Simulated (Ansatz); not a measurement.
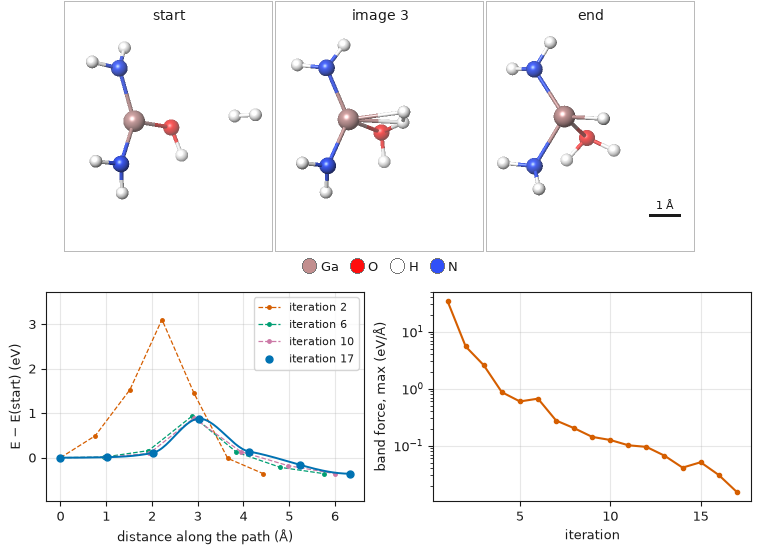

NEB run on GaN$_{2}$H$_{7}$O, made up at the start of GaN₂H₅O and H2. Images are numbered from 0 (start) to 6 (end). The plot follows the band through its iterations. Style: ball-and-stick. Shown at a tilt.

Computed with RKS PBE-D4/def2-SVP in Ansatz.

The input:
```yaml
crystal:
  periodic: [false, false, false]
  atoms:
    - { symbol: Ga, position_ang: [-0.022019, -0.230182, -0.23048] }
    - { symbol: O, position_ang: [0.094554, -0.03005, 1.570124] }
    - { symbol: H, position_ang: [-0.780607, 0.042952, 1.991229] }
    - { symbol: "N", position_ang: [1.582475, -0.113393, -1.0993] }
    - { symbol: H, position_ang: [1.69474, -0.530624, -2.025451] }
    - { symbol: H, position_ang: [2.426448, -0.262088, -0.540878] }
    - { symbol: "N", position_ang: [-1.655115, -0.240181, -1.071864] }
    - { symbol: H, position_ang: [-2.466178, -0.602546, -0.564157] }
    - { symbol: H, position_ang: [-1.698857, -0.547207, -2.047371] }
    - { symbol: H, position_ang: [-0.01342, 3.067876, 2.011019] }
    - { symbol: H, position_ang: [0.077079, 2.308043, 1.902028] }
basis:
  gaussian: { orbitals: def2-SVP }
hamiltonian:
  xc: pbe
  dispersion: d4
neb:
  order_check: false
  images: 5
  f_tol: 0.03
  max_iterations: 60
  initial_path: linear
  final_atoms:
    - { symbol: Ga, position_ang: [0.19373902, 0.86862165, -0.28999114] }
    - { symbol: O, position_ang: [-0.14446064, 0.07579328, 1.7647781] }
    - { symbol: H, position_ang: [-0.98801411, -0.18734298, 1.23595282] }
    - { symbol: "N", position_ang: [1.60195407, -0.02224846, -1.09082826] }
    - { symbol: H, position_ang: [1.60342169, -1.04578844, -1.04514607] }
    - { symbol: H, position_ang: [2.54497091, 0.31087477, -0.86960336] }
    - { symbol: "N", position_ang: [-1.50292869, -0.03977223, -0.40874147] }
    - { symbol: H, position_ang: [-1.53045573, -0.85964929, -1.02761226] }
    - { symbol: H, position_ang: [-2.30142066, 0.55192537, -0.66803088] }
    - { symbol: H, position_ang: [0.19116238, 2.42847951, -0.08212603] }
    - { symbol: H, position_ang: [-0.42886823, 0.78170682, 2.37624754] }
```

Launched with:
```bash
ansatz run input.yaml --threads 2 --pin off --max-ram 3072MiB --backend cpu --events-out ev --progress --plain --runs-dir out
```

> How did the profile develop, and is the result final?

The run is converged, with reservations. The band converged in 17 iterations. The largest component of the band force went from 34 to 0.015 eV/Å. The climbing image converged on the top of the path. Its curvatures weren't checked. The straight starting path can push atoms close together and costs iterations. The first iteration put the highest image at 12.97 eV. The highest point, image 3, lies 0.88 eV above the start and 1.24 eV above the end; the end is at −0.36 eV relative to the start.

Limits of the set-up: the start holds two separate molecules, 2.4 Å apart at their closest, whose relative position is a soft coordinate.

The run took 4.4 min on 2 threads of Arm Neoverse N1 (shared host), peak memory 0.16 GiB.
